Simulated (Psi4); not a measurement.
**CHFGaN (SMILES N#[C][GaH][F]) at HF/cc-pVDZ**

What is the energy change on altering one bond length of CHFGaN at HF/cc-pVDZ? 

The results are computed with Psi4 1.11.

3 further runs of the same task are left out: 3 set aside as unsound or not needed.

### Step 1. The molecule

The species is CHFGaN (5 atoms), meant as a singlet with charge 0. As SMILES, `N#[C][GaH][F]`. The shape is that of a PBE0-D4/def2-TZVP optimisation.

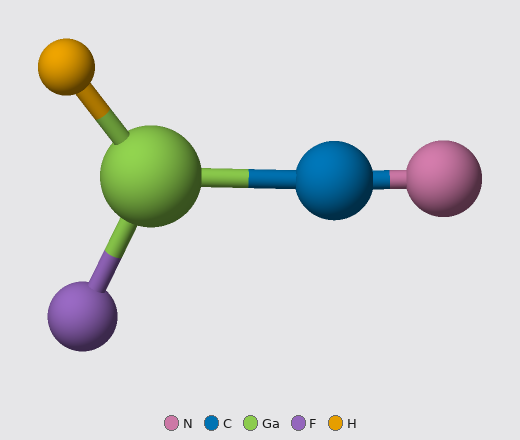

Viewed from a chosen angle; nitrogen pink, carbon blue, gallium green, fluorine purple, hydrogen amber.

### Step 2. Energy and forces at HF/cc-pVDZ

chfgan.in

```
memory 2200 mb

molecule {
  0 1
  N      1.214000    -1.657200     1.266000
  C      0.641000    -0.864700     0.656300
  Ga    -0.259700     0.519000    -0.345500
  F     -1.724700    -0.053500    -1.092600
  H      0.179200     1.982700    -0.525600
  units angstrom
  symmetry c1
}

set basis cc-pVDZ
set reference rhf
set puream true
set e_convergence 1e-09
set d_convergence 1e-08
set scf_type pk

e, wfn = gradient("hf", return_wfn=True)
oeprop(wfn, "MULLIKEN_CHARGES", "MAYER_INDICES", "LOWDIN_CHARGES", title="HF")
print_variables()
```

Launch:

```sh
$ psi4 -n 1 chfgan.in chfgan.out
```

chfgan.out (excerpt; [...] marks lines left out):

```text
[...]
  Running in c1 symmetry.
[...]
  Nuclear repulsion =  224.030503645129642
[...]
  Multiplicity = 1
[...]
  Nalpha       = 27
  Nbeta        = 27
[...]
    Number of basis functions: 74
[...]
   @RHF iter   1: -2115.08453244687416   -4.96375e+00   1.35994e-02 ADIIS/DIIS
[...]
   @RHF iter  13: -2115.60282254885442   -8.18545e-12   7.78741e-09 DIIS
[...]
    Orbital Energies [Eh]
    ---------------------
    Doubly Occupied:
       1A   -378.950787     2A    -48.295541     3A    -42.626455
       4A    -42.623241     5A    -42.622778     6A    -26.264480
       7A    -15.601379     8A    -11.271064     9A     -6.500587
      10A     -4.596500    11A     -4.591139    12A     -4.589546
      13A     -1.545697    14A     -1.300393    15A     -1.298386
      16A     -1.294583    17A     -1.293959    18A     -1.286852
      19A     -1.231220    20A     -0.733551    21A     -0.645104
      22A     -0.618556    23A     -0.614735    24A     -0.568153
      25A     -0.516901    26A     -0.487642    27A     -0.484753
[...]
  @RHF Final Energy: -2115.60282254885442
   => Energetics <=
    Nuclear Repulsion Energy =            224.0305036451296417
    One-Electron Energy =               -3394.3586861379635593
    Two-Electron Energy =                1054.7253599439793561
    Total Energy =                      -2115.6028225488544194
[...]
 Multipole Moments:
 ------------------------------------------------------------------------------------
     Multipole            Electronic (a.u.)      Nuclear  (a.u.)        Total (a.u.)
 ------------------------------------------------------------------------------------
 L = 1.  Multiply by 2.5417464519 to convert [e a0] to [Debye]
 Dipole X            :         -1.8551127            2.0203330            0.1652203
 Dipole Y            :          2.6014799           -1.3013557            1.3001243
 Dipole Z            :         -1.9853555            1.6835789           -0.3017766
 Magnitude           :                                                    1.3448755
[...]
  -Total Gradient:
     Atom            X                  Y                   Z
    ------   -----------------  -----------------  -----------------
       1        0.016235026653    -0.022168750502     0.017183095184
       2       -0.020522883258     0.027116213021    -0.021438745259
       3        0.002434580076    -0.004717936204     0.003013727382
       4        0.002690060928     0.000709437455     0.001478053991
       5       -0.000836784396    -0.000938963831    -0.000236131301
[...]
  Mulliken Charges: (a.u.)
   Center  Symbol    Alpha    Beta     Spin     Total
       1     N     3.55546  3.55546  0.00000 -0.11091
       2     C     3.11012  3.11012  0.00000 -0.22025
       3    GA    15.01587 15.01587  0.00000  0.96825
       4     F     4.76147  4.76147  0.00000 -0.52294
       5     H     0.55708  0.55708  0.00000 -0.11415
   Total alpha = 27.00000, Total beta = 27.00000, Total charge =  0.00000
  Lowdin Charges: (a.u.)
   Center  Symbol    Alpha    Beta     Spin     Total
       1     N     3.49086  3.49086  0.00000  0.01828
[...]
```

It took 26 s on 1 thread of Intel Xeon 6975P-C (Granite Rapids), shared host; peak memory 0.44 GiB.

### Step 3. The distorted shape

chfgan.dat

```
memory 2.2 GB

molecule mol {
  0 1
  N      1.148155    -1.876790     1.293019
  C      0.575155    -1.084290     0.683319
  Ga    -0.325545     0.299410    -0.318481
  F     -1.790545    -0.273090    -1.065581
  H      0.179200     1.982700    -0.525600
  units angstrom
  symmetry c1
  no_reorient
  no_com
}

set puream true
set e_convergence 1e-09
set d_convergence 1e-08
set scf_type pk

e_tot = gradient("scf/cc-pVDZ")
```

Launch:

```sh
$ psi4 -i chfgan.dat -o chfgan.out -n 1
```

chfgan.out (excerpt; [...] marks lines left out):

```text
[...]
  Running in c1 symmetry.
[...]
  Nuclear repulsion =  222.430219539516770
[...]
  Multiplicity = 1
[...]
  Nalpha       = 27
  Nbeta        = 27
[...]
    Number of basis functions: 74
[...]
   @RHF iter   1: -2115.03853763301959   -5.05187e+00   1.36631e-02 DIIS/ADIIS
[...]
   @RHF iter  13: -2115.59058545390690   -7.27596e-12   9.00576e-09 DIIS
[...]
  @RHF Final Energy: -2115.59058545390690
   => Energetics <=
    Nuclear Repulsion Energy =            222.4302195395167701
    One-Electron Energy =               -3390.8747864303641109
    Two-Electron Energy =                1052.8539814369405576
    Total Energy =                      -2115.5905854539068969
[...]
 Multipole Moments:
 ------------------------------------------------------------------------------------
     Multipole            Electronic (a.u.)      Nuclear  (a.u.)        Total (a.u.)
 ------------------------------------------------------------------------------------
 L = 1.  Multiply by 2.5417464519 to convert [e a0] to [Debye]
 Dipole X            :         27.6179521          -27.4758336            0.1421185
 Dipole Y            :         21.6522337          -20.4783384            1.1738953
 Dipole Z            :         12.6444412          -12.9213671           -0.2769259
 Magnitude           :                                                    1.2144611
[...]
  -Total Gradient:
     Atom            X                  Y                   Z
    ------   -----------------  -----------------  -----------------
       1        0.016629341138    -0.022362839177     0.017492920904
       2       -0.021130788696     0.025540926437    -0.021330531762
       3       -0.010369569294    -0.049378662690     0.008880331510
       4        0.001359157696    -0.000836705342     0.001120075456
       5        0.013511859181     0.047037280743    -0.006162796082
[...]
```

It took 26 s on 1 thread of Intel Xeon 6975P-C (Granite Rapids), shared host; peak memory 0.44 GiB.

### Step 4. Outcome

Level: HF/cc-pVDZ.

| quantity | value |
| --- | --- |
| first shape: total energy | -2115.60282 Eh |
| first shape: dipole moment | 3.42 D |
| first shape: HOMO energy | -13.19 eV |
| first shape: LUMO energy | 0.44 eV |
| first shape: HOMO–LUMO gap | 13.63 eV |
| first shape: largest force on an atom | 2.067 eV/Å |
| distorted shape: total energy | -2115.59059 Eh |
| distorted shape: dipole moment | 3.09 D |
| distorted shape: HOMO energy | -13.04 eV |
| distorted shape: LUMO energy | 0.39 eV |
| distorted shape: HOMO–LUMO gap | 13.43 eV |
| distorted shape: largest force on an atom | 2.634 eV/Å |
| energy change with the Ga3–H5 bond stretched from 1.539 to 1.770 Å | 0.333 eV |

What this shows: With the Ga3–H5 bond stretched from 1.539 to 1.770 Å the energy rises by 0.33 eV (32.1 kJ/mol). The first shape isn't relaxed at this level, so the change isn't measured from a minimum. The largest force (first shape) is 2.07 eV/Å: the shape isn't a stationary point for this species at this level. Mulliken charges (first shape) run from -0.52 on F4 to +0.97 on Ga3; they depend strongly on the basis.
